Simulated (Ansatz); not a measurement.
## Molecular dynamics, with input and output: CH5NSSn (part 2 of 2)

CH5NSSn; RKS r2SCAN-rvv10/def2-SVP (Ansatz 0.2.0). The geometry comes from this level: PBE0-D4/def2-TZVP.

Geometry of the input (Å):
```
C  -0.9549  0.3804  0.9739
S  0.6687  0.2883  1.7722
Sn 2.2460  -0.3724  0.0372
N  0.9117  -0.4923  -1.4694
H  -1.6759  0.6740  1.7369
H  -0.9644  1.1305  0.1822
H  -1.2531  -0.5881  0.5709
H  -0.0791  -0.3158  -1.4176
H  1.1895  -0.7508  -2.4033
```

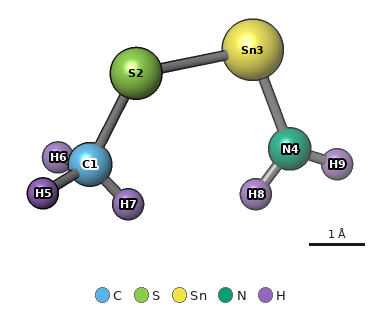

**Figure 1.** The geometry at step 29 of the log (ball-and-stick view, seen at a tilt; atoms are numbered from 1 in the order of the input).

Trajectory as extended XYZ, continued:
```
9
Properties=species:S:1:pos:R:3:forces:R:3 step=5 time_fs=10.0 energy=-19268.11151 temperature=864.8
C    -1.0755    0.4607    0.9388    1.1175  -0.7854   2.5599
S     0.6954    0.2631    1.8253   -1.7635   0.3033  -1.4915
Sn    2.2412   -0.3676    0.0228    2.1893   0.2413   1.7489
N     1.0115   -0.5312   -1.4611   -0.0565   0.1128  -1.3059
H    -1.6255    0.6945    1.8596   -0.4310  -0.4963  -0.0242
H    -1.3044    1.2955    0.3270    0.7213   1.2920  -1.2172
H    -1.4360   -0.4550    0.4686    0.0948  -0.3687   0.1159
H     0.0623   -0.7027   -1.2944   -2.0722  -0.1420   0.1048
H     1.2787   -0.8608   -2.3722    0.2003  -0.1570  -0.4908
9
Properties=species:S:1:pos:R:3:forces:R:3 step=7 time_fs=14.0 energy=-19267.93424 temperature=751.9
C    -1.1012    0.5039    0.9601   -0.1864  -1.2248   0.4239
S     0.6931    0.2554    1.8359   -2.0173   0.2782  -1.4243
Sn    2.2438   -0.3653    0.0203    1.9618   0.2955   1.7283
N     1.0266   -0.5497   -1.4789   -3.1667  -1.0667  -1.5986
H    -1.7462    0.4899    1.8824    0.3950   0.8872  -0.6482
H    -1.2117    1.4452    0.2705    0.3507  -1.7199   1.3442
H    -1.5290   -0.4877    0.4910    1.3093   1.6811   0.1572
H     0.0208   -0.8407   -1.3112    1.3257   0.6796  -0.3480
H     1.3088   -0.9177   -2.3960    0.0278   0.1898   0.3655
9
Properties=species:S:1:pos:R:3:forces:R:3 step=10 time_fs=20.0 energy=-19268.28546 temperature=1063.1
C    -1.1275    0.5403    1.0141    1.3960  -2.2393   2.1226
S     0.6717    0.2462    1.8393   -1.6746   0.1188  -0.9428
Sn    2.2521   -0.3612    0.0205    0.6620   0.2365   0.8044
N     1.0044   -0.5919   -1.5341   -0.0834   0.0751  -0.1222
H    -1.8586    0.4825    1.8530    0.4856   0.9442  -0.2621
H    -1.0096    1.4059    0.4192   -0.3792   1.3492  -0.5735
H    -1.4118   -0.3379    0.4412    0.2805  -0.3222  -0.6501
H     0.0709   -0.9314   -1.3924   -0.8011  -0.0515  -0.0434
H     1.3808   -0.9721   -2.3915    0.1142  -0.1108  -0.3328
9
Properties=species:S:1:pos:R:3:forces:R:3 step=12 time_fs=24.0 energy=-19268.27424 temperature=1104.2
C    -1.1130    0.5399    1.0743    1.3351  -0.3088  -1.9026
S     0.6469    0.2409    1.8355   -1.2374   0.0430  -0.3586
Sn    2.2589   -0.3580    0.0221   -0.2729   0.1210   0.1419
N     0.9835   -0.6220   -1.5767   -0.5494  -0.5183   0.1908
H    -1.9324    0.6704    1.8352    0.8517  -0.3935  -0.4455
H    -0.9486    1.5091    0.4888   -0.5975  -1.1096   0.6544
H    -1.2944   -0.3220    0.2841   -0.0725   1.6085   1.7072
H     0.0064   -0.9792   -1.4604    1.0380   0.4388  -0.3572
H     1.4393   -1.0132   -2.4160   -0.4950   0.1189   0.3696
9
Properties=species:S:1:pos:R:3:forces:R:3 step=14 time_fs=28.0 energy=-19267.78170 temperature=686.3
C    -1.0693    0.5366    1.1036   -0.9052   2.6741   3.9543
S     0.6164    0.2358    1.8299   -0.3231  -0.1113   0.0695
Sn    2.2654   -0.3547    0.0240   -1.0212   0.0016  -0.3620
N     0.9605   -0.6554   -1.6162    1.7074   0.7785   1.3328
H    -2.0261    0.8009    1.9136    2.8132  -1.6121  -2.0696
H    -0.9703    1.4910    0.6359    0.0778   1.1772  -0.6240
H    -1.1943   -0.1217    0.3254   -1.2230  -2.2924  -1.7530
H     0.0264   -0.9839   -1.5729   -1.2674  -0.3532   0.0453
H     1.4400   -1.0455   -2.4089    0.1413  -0.2624  -0.5934
9
Properties=species:S:1:pos:R:3:forces:R:3 step=17 time_fs=34.0 energy=-19268.21748 temperature=972.8
C    -0.9977    0.5711    1.1663   -2.1737   1.3358  -3.0615
S     0.5698    0.2267    1.8230    1.9297  -0.6118   0.7397
Sn    2.2725   -0.3498    0.0257   -1.6467  -0.1612  -0.8005
N     0.9458   -0.6995   -1.6548    1.4358  -0.0395   0.6272
H    -1.8534    0.6388    1.8777    0.5921  -0.5757   0.1202
H    -0.9830    1.6354    0.7314   -0.0450  -1.1854   0.2842
H    -1.2934   -0.1097    0.2720    0.2669   0.8485   1.4085
H    -0.0229   -0.9952   -1.7232   -0.2862   0.1348   0.3521
H     1.4261   -1.1197   -2.4643   -0.0728   0.2544   0.3300
9
Properties=species:S:1:pos:R:3:forces:R:3 step=19 time_fs=38.0 energy=-19267.64744 temperature=475.2
C    -0.9551    0.6084    1.1550   -4.5676   0.2527   3.0253
S     0.5485    0.2174    1.8223    3.2255  -0.9244   0.7612
Sn    2.2747   -0.3467    0.0257   -1.7473  -0.2383  -0.9342
N     0.9500   -0.7296   -1.6696    0.4544   0.2379   1.4076
H    -1.8814    0.4584    2.0740    2.6165   0.7643  -2.3970
H    -0.9857    1.6168    0.7993   -0.3119   1.1141  -0.2424
H    -1.3638   -0.0189    0.4224   -0.4013  -1.3891  -1.6900
H    -0.0488   -0.9594   -1.7684    0.3488   0.2901   0.4442
H     1.4102   -1.1393   -2.4697    0.3831  -0.1073  -0.3747
9
Properties=species:S:1:pos:R:3:forces:R:3 step=21 time_fs=42.0 energy=-19267.86604 temperature=605.0
C    -0.9710    0.6474    1.1706   -0.6505   0.2398  -4.4406
S     0.5424    0.2038    1.8252    3.4583  -0.8050   0.1541
Sn    2.2746   -0.3440    0.0245   -1.6495  -0.2672  -0.9445
N     0.9630   -0.7572   -1.6707    1.0052  -0.0177   0.7353
H    -1.5517    0.3844    1.9474   -3.0383   0.0329   3.3550
H    -1.0335    1.7117    0.8455   -0.2631  -0.5328   0.2184
H    -1.4498   -0.0572    0.4040    1.0060   0.8715   0.1307
H    -0.0557   -0.8932   -1.7512    0.5165   0.1532   0.2100
H     1.4336   -1.1606   -2.5026   -0.3846   0.3252   0.5816
9
Properties=species:S:1:pos:R:3:forces:R:3 step=24 time_fs=48.0 energy=-19267.74801 temperature=610.8
C    -1.0276    0.7020    1.1353   -0.9037  -1.4159   5.5606
S     0.5624    0.1774    1.8295    1.3607   0.1713  -0.8608
Sn    2.2706   -0.3405    0.0203   -1.0820  -0.2986  -0.7482
N     1.0067   -0.7943   -1.6476   -0.3902   0.4140   1.2068
H    -1.6013    0.3795    2.2500    0.5559   1.2464  -3.5979
H    -1.1635    1.7514    0.9571    0.1019   0.8802  -0.2111
H    -1.3687    0.0665    0.3735   -0.7683  -1.0302  -1.4077
H    -0.0437   -0.7580   -1.6803    1.4015  -0.1043  -0.1010
H     1.4239   -1.1561   -2.5096   -0.2757   0.1372   0.1594
9
Properties=species:S:1:pos:R:3:forces:R:3 step=26 time_fs=52.0 energy=-19268.32836 temperature=1091.1
C    -1.0816    0.7203    1.1611    0.9939  -0.2150  -1.1666
S     0.5858    0.1599    1.8280   -0.1865   0.5990  -0.7947
Sn    2.2660   -0.3387    0.0163   -0.5804  -0.2559  -0.3862
N     1.0419   -0.8124   -1.6131    1.3959   0.1056   0.6077
H    -1.6672    0.5577    2.0336   -1.2713  -0.8479   0.6870
H    -1.2300    1.8193    1.0172    0.7785  -0.4573  -0.4440
H    -1.3604    0.1054    0.2376   -0.0206   0.8144   1.2861
H     0.0561   -0.6834   -1.6480   -1.1231   0.1001  -0.0537
H     1.3918   -1.1433   -2.5160    0.0136   0.1570   0.2644
9
Properties=species:S:1:pos:R:3:forces:R:3 step=29 time_fs=58.0 energy=-19267.64069 temperature=651.9
C    -1.1268    0.7477    1.1745   -1.3862  -0.0848   4.0830
S     0.6171    0.1393    1.8190   -1.8635   0.7176  -0.4478
Sn    2.2581   -0.3365    0.0097    0.5748  -0.0230   0.6390
N     1.1039   -0.8345   -1.5479   -1.7997   0.1340  -1.6178
H    -2.1729    0.5961    1.9769    3.5257   0.0412  -2.0870
H    -1.1171    1.8158    0.9986    0.3839   0.6466   0.0981
H    -1.3767    0.2963    0.2694   -0.4987  -1.3249  -1.8723
H     0.0915   -0.5696   -1.5986    0.9904  -0.4032   0.1710
H     1.3799   -1.1032   -2.5174    0.0731   0.2964   1.0338
9
Properties=species:S:1:pos:R:3:forces:R:3 step=31 time_fs=62.0 energy=-19267.92172 temperature=828.6
C    -1.1636    0.7659    1.2087    0.3614  -0.5938  -1.9575
S     0.6278    0.1298    1.8103   -2.0546   0.4980  -0.2168
Sn    2.2535   -0.3351    0.0060    1.2763   0.1742   1.4089
N     1.1282   -0.8466   -1.5153   -0.4837  -0.1617  -0.2482
H    -2.1275    0.5637    1.7944    1.7298   0.2552   0.1213
H    -0.9484    1.8407    0.9867   -0.5697  -0.5007   0.5504
H    -1.4266    0.3152    0.1739    0.6464   0.3721   1.3330
H     0.1873   -0.5370   -1.5385   -1.4544   0.1861  -0.0503
H     1.4202   -1.0557   -2.4433    0.5487  -0.2294  -0.9408
9
Properties=species:S:1:pos:R:3:forces:R:3 step=33 time_fs=66.0 energy=-19267.85698 temperature=679.0
C    -1.1713    0.7830    1.2104    1.3342  -1.2158  -0.5262
S     0.6287    0.1227    1.8004   -1.8881   0.3558  -0.1055
Sn    2.2506   -0.3335    0.0042    1.7920   0.3841   2.0364
N     1.1422   -0.8596   -1.4902   -2.2607   0.0507  -2.2440
H    -2.0949    0.4929    1.7854    1.2263   0.5867   0.4304
H    -0.8650    1.8163    1.0536   -0.8759   0.4722   0.4200
H    -1.3953    0.3634    0.2228    0.2737  -0.1481  -0.3262
H     0.1567   -0.5073   -1.4887    0.9227  -0.6890  -0.4323
H     1.5186   -1.0243   -2.4441   -0.5242   0.2035   0.7472
9
Properties=species:S:1:pos:R:3:forces:R:3 step=36 time_fs=72.0 energy=-19268.09933 temperature=988.6
C    -1.1283    0.7853    1.2020    0.7851   0.1097   0.0505
S     0.6133    0.1156    1.7847   -1.3990   0.4820  -0.0402
Sn    2.2504   -0.3302    0.0064    1.4839   0.3572   1.7979
N     1.1293   -0.8811   -1.4882   -1.6676  -0.0126  -0.1065
H    -1.9512    0.4875    1.9549    1.2725   0.1650  -1.1080
H    -0.9663    1.9245    1.2572   -0.5471  -1.5527  -0.4326
H    -1.3156    0.3724    0.1418   -0.0588   0.8236   1.5109
H     0.1584   -0.5836   -1.5351   -0.1310  -0.2373  -0.3505
H     1.5682   -0.9499   -2.3742    0.2620  -0.1348  -1.3215
9
Properties=species:S:1:pos:R:3:forces:R:3 step=38 time_fs=76.0 energy=-19268.29265 temperature=1045.5
C    -1.0780    0.7843    1.1963    1.4666   0.2918   1.3448
S     0.5944    0.1136    1.7739   -0.5304   0.5890  -0.1220
Sn    2.2528   -0.3274    0.0108    0.8683   0.2089   1.1145
N     1.1039   -0.8975   -1.4990   -0.6624   0.1402  -2.2322
H    -1.7064    0.4823    2.0290   -0.7912  -0.8586  -0.2823
H    -1.1222    1.8760    1.3361    0.4926   0.1271  -0.6587
H    -1.2961    0.4461    0.1921   -0.5876  -0.1628  -0.2601
H     0.1070   -0.6708   -1.6355    0.4490  -0.2433   0.0536
H     1.5832   -0.9119   -2.4352   -0.7049  -0.0923   1.0424
9
Properties=species:S:1:pos:R:3:forces:R:3 step=40 time_fs=80.0 energy=-19267.90745 temperature=744.9
C    -0.9987    0.7889    1.1979   -2.5571  -1.8458   3.0154
S     0.5729    0.1144    1.7625    0.6747   0.4463  -0.0601
Sn    2.2564   -0.3243    0.0167    0.0827  -0.0516   0.1810
N     1.0712   -0.9124   -1.5289   -0.4259   0.2261   0.8109
H    -1.6837    0.3264    2.1639    1.0775   1.0173  -3.1269
H    -1.2183    1.8467    1.3294    0.7959   0.6989  -0.0456
H    -1.3691    0.4943    0.1996    0.0377  -0.3741   0.2949
H     0.0900   -0.7912   -1.7326   -0.5788   0.0477   0.3364
H     1.5276   -0.8891   -2.4051    0.8933  -0.1648  -1.4061
9
Properties=species:S:1:pos:R:3:forces:R:3 step=43 time_fs=86.0 energy=-19267.96787 temperature=674.7
C    -0.9351    0.7777    1.2399   -1.9776   1.0666  -1.9032
S     0.5498    0.1184    1.7459    2.9154  -0.5967   0.7590
Sn    2.2616   -0.3200    0.0256   -0.8562  -0.3540  -0.8507
N     1.0183   -0.9292   -1.5764    1.5538   0.4799   0.1102
H    -1.5929    0.2276    1.8314   -1.9175  -0.3972   1.9392
H    -1.1171    1.8639    1.3057    0.3755  -0.0379   0.4034
H    -1.4020    0.4834    0.2983    0.6892  -0.1217  -1.0743
H     0.0271   -0.9577   -1.7699   -0.4250   0.1230   0.2040
H     1.5284   -0.9044   -2.4752   -0.3574  -0.1620   0.4123
9
Properties=species:S:1:pos:R:3:forces:R:3 step=45 time_fs=90.0 energy=-19267.77241 temperature=531.9
C    -0.9296    0.7815    1.2416   -4.6760  -2.3342   0.4023
S     0.5502    0.1183    1.7388    2.9110  -0.9809   1.2516
Sn    2.2639   -0.3175    0.0304   -1.1722  -0.5122  -1.2794
N     0.9953   -0.9340   -1.6068    0.5428   0.5257   1.6392
H    -1.8126    0.1351    1.8639    1.9982   2.3417  -0.9621
H    -0.9527    1.8572    1.3481   -0.4898   0.5551   0.2310
H    -1.2905    0.4584    0.2625    0.3657   0.3592  -0.7590
H    -0.0179   -1.0511   -1.7349    0.4677   0.1875   0.1365
H     1.4907   -0.9465   -2.4822    0.0525  -0.1419  -0.6601
9
Properties=species:S:1:pos:R:3:forces:R:3 step=48 time_fs=96.0 energy=-19267.99279 temperature=784.1
C    -1.0044    0.7589    1.2344    3.6114   2.2834  -3.8537
S     0.5749    0.1096    1.7394    0.9821  -0.7096   1.3343
Sn    2.2644   -0.3152    0.0344   -1.1875  -0.6444  -1.6093
N     0.9802   -0.9307   -1.6276    1.4374   0.8003   2.0807
H    -1.7909    0.4687    1.7802   -3.3558  -1.8891   2.2958
H    -0.8646    1.8420    1.4268   -0.4631  -0.1180  -0.4833
H    -1.0610    0.5459    0.1292   -0.6853   0.4283   0.8885
H     0.0005   -1.1409   -1.6539   -0.7195  -0.0469   0.1489
H     1.3820   -1.0373   -2.5362    0.3802  -0.1039  -0.8019
9
Properties=species:S:1:pos:R:3:forces:R:3 step=50 time_fs=100.0 energy=-19267.71823 temperature=504.8
C    -1.0373    0.7648    1.1935   -1.0005  -0.3080   3.0952
S     0.5988    0.0993    1.7477   -0.4962  -0.2034   0.9581
Sn    2.2629   -0.3147    0.0344   -0.8638  -0.6560  -1.7130
N     0.9875   -0.9198   -1.6221    0.2665   0.0400   0.2202
H    -2.0301    0.5238    1.9039    2.5725  -0.2722  -2.3126
H    -0.8979    1.7990    1.4123    0.0044   1.3732   0.1416
H    -0.9863    0.6974    0.1413   -1.1473  -0.5662  -1.6235
H    -0.0142   -1.1873   -1.5750    0.7113   0.3253   0.1996
H     1.3047   -1.1112   -2.5981   -0.0468   0.2674   1.0344
```

Summary:

- outcome: finished
- mean temperature over the second half: 725 K
- trajectory: 50 steps, 100 fs
- ensemble: nve
- temperature in the input: 1500 K
- time step: 2 fs
- potential energy (last step): −19267.7182 eV
- SCF solution under orbital rotations (last step): stable
- largest force (length of the vector) (last step): 3.470 eV/Å
- dipole moment (last step): 2.02 D
- hardware: 4 threads of Arm Neoverse V2, 23 GiB of memory available, shared host
- wall time: 2.6 min (CPU time 9.8 min)
- peak memory: 0.41 GiB

So short a trajectory is not equilibrated.
